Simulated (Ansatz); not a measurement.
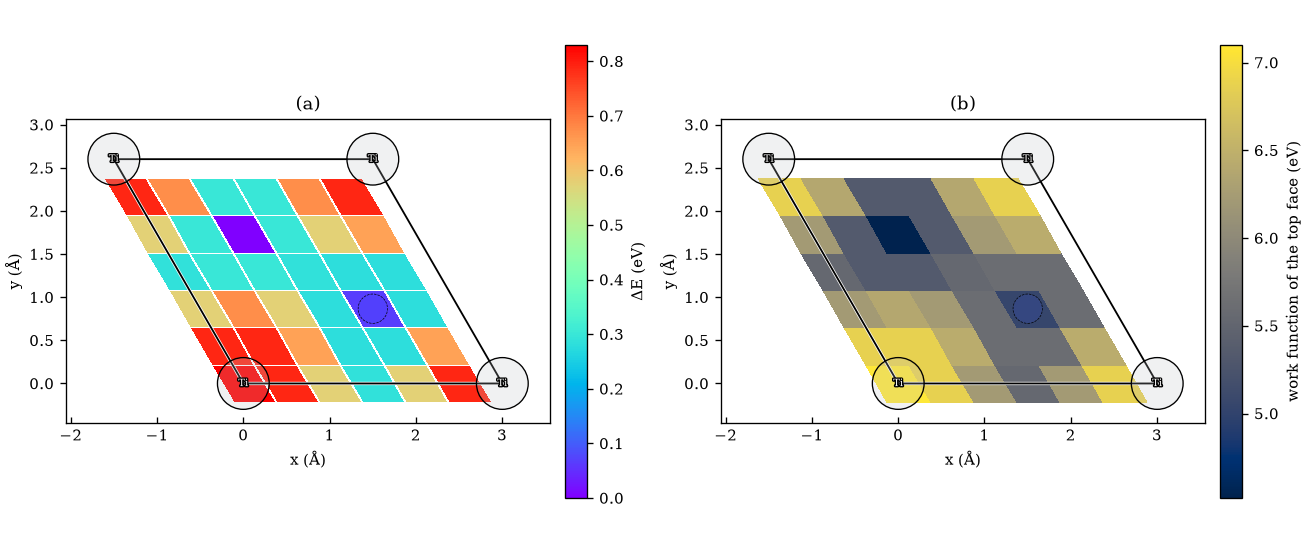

F on a TiN(111) slab cut from the Fm-3m phase, its upper half relaxed before the scan (6 atoms of substrate and one adsorbate in a 1 × 1 cell). F is moved over the surface cell; relaxed at each place: the height of the adsorbate's atoms; substrate rigid; the origin of the map has the adsorbate above Ti6. Places are given modulo a cell vector. The map is drawn in real space over the plane of the surface. Grid: 6 × 6 points; 10 points were computed and 26 follow by symmetry. Energies are in eV, from the lowest grid point. With one adsorbate in each 1 × 1 cell, its nearest image is 3.0 Å away, so neighbouring adsorbates interact. The runs have no spin polarisation; a magnetic state may lie lower. The calculation used Ansatz 0.2.0, DFT PBE, scalar-relativistic, plane waves, PAW. Settings: cutoff 420 eV, k-mesh 9×9×1, gaussian smearing 0.1 eV, no spin polarisation.

Panel (a) is the energy and panel (b) the computed work function of the top face on the same grid.

In the figure: one coloured cell a grid point, labelled circles for the atoms of the top layer and small ones for the second layer, the outline of one cell of the plane.

How does the work function of the top face vary over the map, and what is it at the lowest grid point?

It runs from 4.52 eV at a threefold hollow over a third-layer Ti atom, (2/6, 4/6) of the cell vectors to 7.10 eV at the top site over a surface Ti atom, (0/6, 0/6) of the cell vectors. At the lowest grid point, a threefold hollow over a third-layer Ti atom, (2/6, 4/6) of the cell vectors, it is 4.52 eV.

PAW datasets: the set soft_1.
